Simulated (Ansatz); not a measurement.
## Response to strain in hypothetical CsCl type LaP

Base system: LaP in the CsCl type structure (space group Pm-3m, No. 221; a = 3.649 Å; a hypothetical phase, not in the database extracts checked; relaxed with 0.1 eV smearing).

Strains are applied to the cell and any free atomic positions relax.

All numbers come from r2SCAN in Ansatz (plane waves to 500 eV, PAW, no spin-orbit coupling).

Notes on the quantities. energy relative to the base: free energy F.

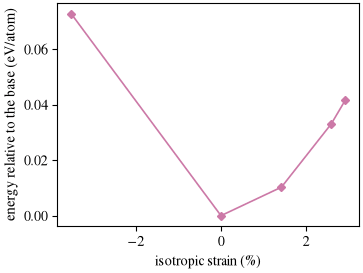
Energy relative to the base against isotropic strain

```
isotropic strain (%)  energy relative to the base
--------------------  ---------------------------
-3.52                                +73 meV/atom
1.42                                 +10 meV/atom
2.59                                 +33 meV/atom
2.92                                 +42 meV/atom
```

No phonon test of stability was made. The final runs are not spin-polarised.

Ansatz is a first-principles code.
